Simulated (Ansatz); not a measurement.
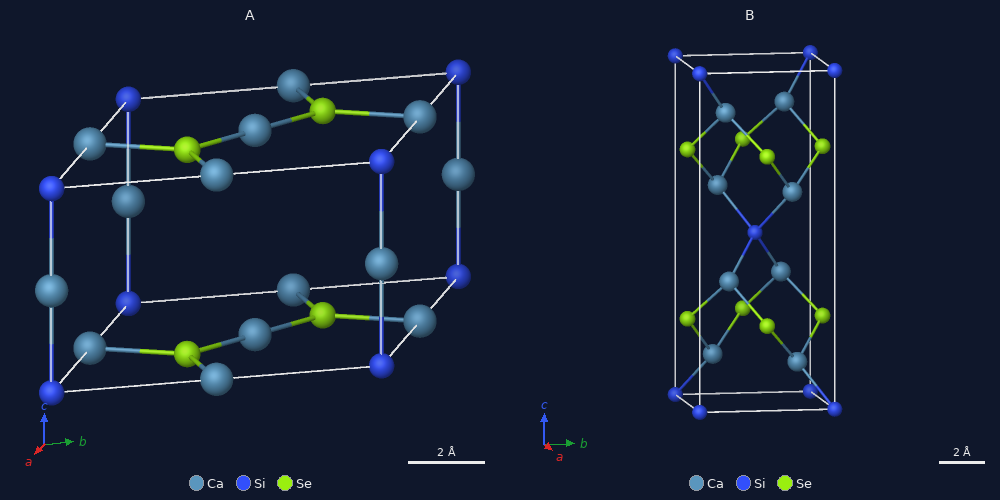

Two structures of Ca₄SiSe₂, each relaxed to rest (conventional cells in solid outline, small ones repeated, not to one scale). Method: DFT PBE, scalar-relativistic, plane waves, PAW (Ansatz 0.2.0), without spin polarisation.

**Give the type and space group of each.**

A: 7 atoms a cell on a primitive hexagonal lattice, P6/mmm. B: 14 atoms a cell on a body-centred tetragonal lattice, I-42m.

**What is the energy order of the two?**

B is lower, by 488 meV/atom at this level of theory (energies at zero smearing). Volumes: A 58.2, B 40.4 Å³/atom.

One or both may be structure types tried for this composition rather than known phases.
